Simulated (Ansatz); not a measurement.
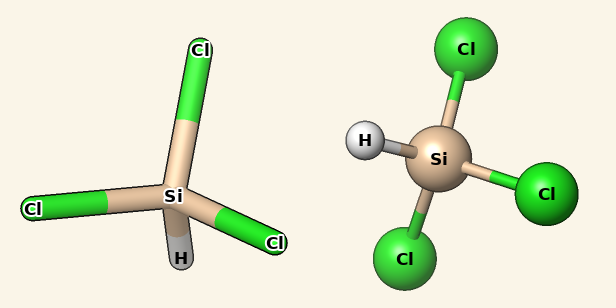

Two views of one molecule.

The geometry was computed by an optimisation with PBE0-D4/def2-TZVP.

> Count the atoms of each element.

Cl₃HSi, 5 atoms: 3 chlorine, 1 hydrogen and 1 silicon.

> Give the symmetry (Schoenflies symbol).

C3v.

> How many bonds of each kind are drawn?

3 Cl–Si, 1 Si–H. Sticks follow a distance rule.

> How many atoms are distinct by symmetry?

3: 1 Si, 3 Cl, 1 H.

More results for the same structure follow; atom numbers are the same in all pictures, views and colours differ.

**Vibrations**

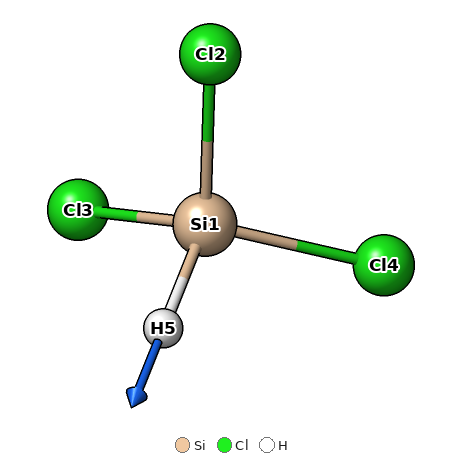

The arrows show one normal mode. Harmonic vibrations computed with RKS PBE0-D4/def2-TZVP (Ansatz 0.2.0) at a stationary point of the same level.

> What kind of motion is it?

Mostly Si–H stretching.

> At what wavenumber does it lie?

2308 cm⁻¹; it is mode 9 of 9 counted from the lowest.

**Thermal motion**

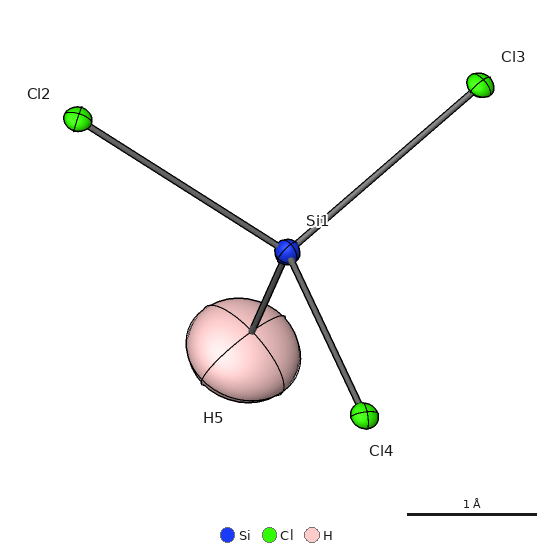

Displacement ellipsoids at the 50 % level, enlarged 2 times, from the internal vibrations of the free molecule (harmonic, no overall translation or rotation; no half-axis is drawn under 0.075 Å). Vibrations computed with RKS PBE0-D4/def2-TZVP (Ansatz 0.2.0). Temperature: 100 K.

> Which atom has the largest mean-square displacement?

H5, with U_eq = 0.0172 Å².

> Does H5 move more along its bond or across it?

Across it: the root-mean-square amplitude is 0.092 Å along the bond and up to 0.147 Å across, since bending and torsion are softer than stretching.

List U_eq and the three principal root-mean-square amplitudes for each kind of atom.

```tsv
atom	U_eq (Å²)	rms amplitudes (Å)
Si1	0.0012	0.033, 0.033, 0.038
Cl2, Cl3, Cl4	0.00091	0.012, 0.036, 0.036
H5	0.0172	0.092, 0.147, 0.147
```

**Charges**

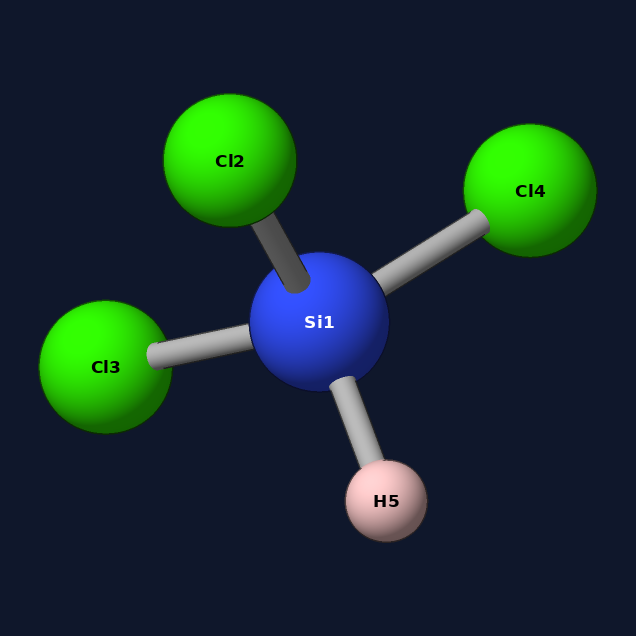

The questions are on Mulliken charges. Method: RKS PBE0-D4/def2-TZVP (Ansatz 0.2.0).

Give the Mulliken charges atom by atom.

```csv
atom,value (e)
Si1,0.55
Cl2,−0.19
Cl3,−0.19
Cl4,−0.19
H5,0.01
```

**Electronic properties**

Properties computed with RKS PBE0-D4/def2-TZVPP (Ansatz 0.2.0).

Predict the main results.

- HOMO energy (Kohn–Sham orbital): −9.39 eV
- LUMO energy (Kohn–Sham orbital): −0.06 eV
- HOMO–LUMO gap: 9.33 eV

Mulliken values depend strongly on the basis set and can even reverse the polarity of a bond.
